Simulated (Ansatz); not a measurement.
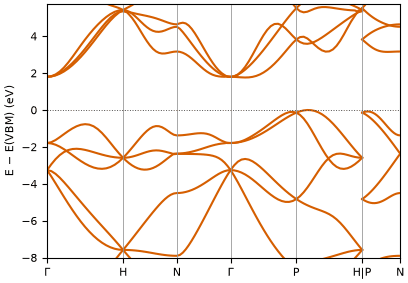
Figure: Band structure from r²SCAN in the plane-wave PAW code Ansatz

Read off the gap and where the band edges lie.

About 1.8 eV (1.76 eV by a search for the band edges); maximum on the P–H line, 18 % of the way from P, minimum on the Γ–P line, 23 % of the way from Γ.

The material is B in space group I4_132 (No. 214; B on 8a).

The start of the workflow was typed in or built on a structure type; neither database checked (COD, Materials Project) lists it. It is not the phase usual at ambient conditions (space group No. 166). The r²SCAN relaxation kept the symmetry of its start; whether a distortion lowers the energy is not shown.

Potentials: the earlier of the program's two PAW sets.
